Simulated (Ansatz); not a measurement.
Run report: CH₃OSi (charge +1), single-point calculation

- system: CH₃OSi, charge +1
- method: RKS PBE0-D4/def2-TZVPP (Ansatz 0.2.0)

The geometry comes from this level: PBE0-D4/def2-TZVP.

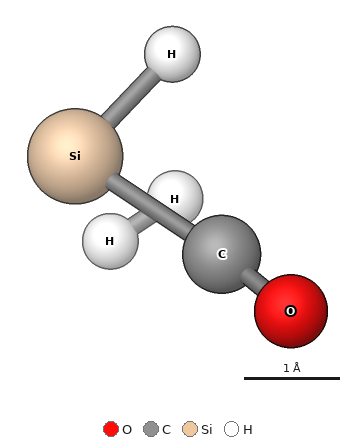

Figure 1. The input geometry (ball-and-stick view, seen at a tilt). Bond lengths as drawn: C–O 1.11 Å, C–Si 2.00 Å, H–H 0.82 Å and H–Si 1.51 Å.

## Summary

| quantity | value |
| --- | --- |
| outcome | converged |
| total energy | −10994.7001 eV |
| mean-field energy | −10994.6353 eV |
| dispersion energy | −0.0648 eV |
| SCF solution under orbital rotations | stable |
| HOMO | −14.12 eV |
| LUMO | −8.46 eV |
| hardware | 2 threads of Arm Neoverse V1, 23 GiB of memory available, shared host |
| wall time | 1.4 s (CPU time 2.7 s) |
| peak memory | 0.21 GiB |

## Input file
```yaml
crystal:
  periodic: [false, false, false]
  atoms:
    - {symbol: O, position_ang: [-1.099395, -1.367683, -0.029783]}
    - {symbol: C, position_ang: [-0.419373, -0.484764, -0.025918]}
    - {symbol: Si, position_ang: [1.065324, 0.848166, -0.167399]}
    - {symbol: H, position_ang: [0.503864, 1.359112, 1.440286]}
    - {symbol: H, position_ang: [0.053114, 1.703593, -0.892581]}
    - {symbol: H, position_ang: [-0.154330, 1.586766, 1.012967]}
basis:
  gaussian: {orbitals: def2-TZVPP}
total_charge: 1
hamiltonian: {xc: pbe0, dispersion: d4}
output: {orbitals: {seedname: orbitals}}
```

Command:
```bash
ansatz run in.yaml --threads 2 --pin off --events-out ev --progress --plain --max-ram 4352MiB
```

## What the program printed
```
Functional definition: PBE0
  name "PBE0"
  cite "Adamo & Barone, J. Chem. Phys. 110, 6158 (1999) doi:10.1063/1.478522"
  cite "Perdew, Burke & Ernzerhof, Phys. Rev. Lett. 77, 3865 (1996) doi:10.1103/PhysRevLett.77.3865"
  parent pbe
  parameter a = 0.25
  parameter kappa = 0.804
  parameter beta = 0.06672455060314922
  exchange = (1 - a)*pbe_x(kappa = kappa, mu = beta*pi^2/3) + a*exact_x
  correlation = pbe_c(beta = beta)
799 factors; their error is unknown
mean field evaluation 1: about -10979.1689 eV, gradient 8.3e1 eV
mean field evaluation 2: about -10789.6483 eV, gradient 2.3e2 eV
mean field evaluation 4: about -10992.6748 eV, gradient 3.3e1 eV
mean field evaluation 8: about -10994.6087 eV, gradient 2.4e-1 eV
mean field evaluation 16: about -10994.6353 eV, gradient 3.3e-4 eV
mean field -10994.63532386 eV, -404.0453957205 hartree, gradient 2.1e-5 eV, S^2 0.000000; 0 other end points of the search recorded, 0 dependent functions left out
reference -10994.63534793 eV, -404.0453966048 hartree; 15, 15 occupied and 131, 131 virtual orbitals, 799 factors
Total energy: -10994.70014173 eV, -404.0477777333 hartree
```

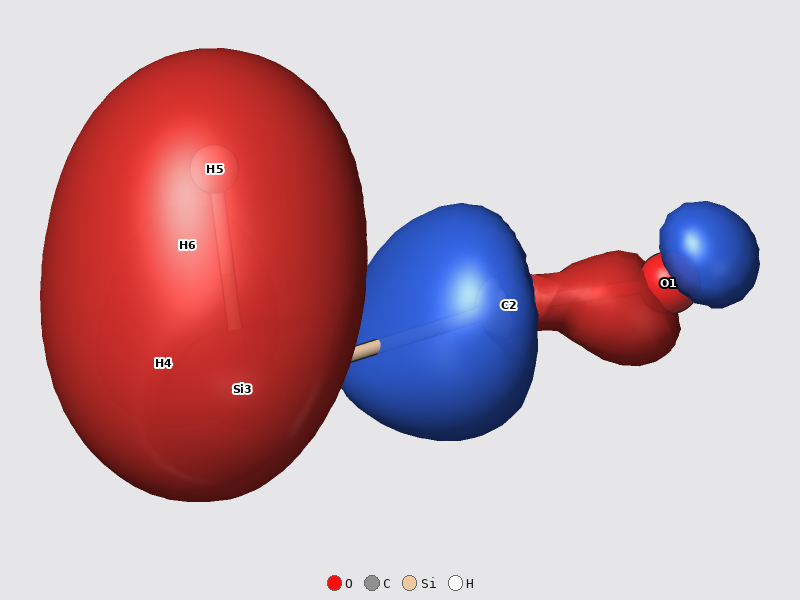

Figure 2. The HOMO−1 at ±0.15 Å⁻³ᐟ² (blue and red are the two phases), seen from the side. It lies mainly on Si3 (45 %), H5 (30 %) and C2 (15 %). Its energy is −17.12 eV.

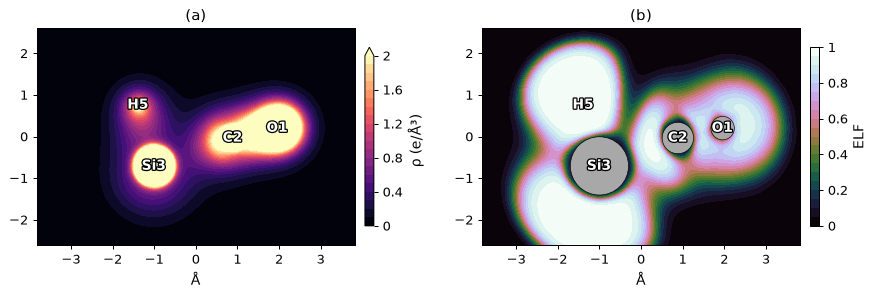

Figure 3. (a) total electron density; (b) ELF on the plane of atoms C2, Si3 and H5. Grey discs, where drawn, cover atomic cores. C–O (1.11 Å): ρ is about 4.3 e/Å³ halfway; the ELF peaks at about 0.85 between the atoms; a double or triple bond.

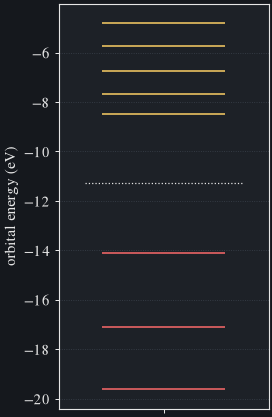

Figure 4. Orbital energies near the frontier; the dotted line parts filled from empty levels, and levels within 0.02 eV of each other stand side by side. Highest filled −14.12 eV, lowest empty −8.46 eV, 5.66 eV apart.
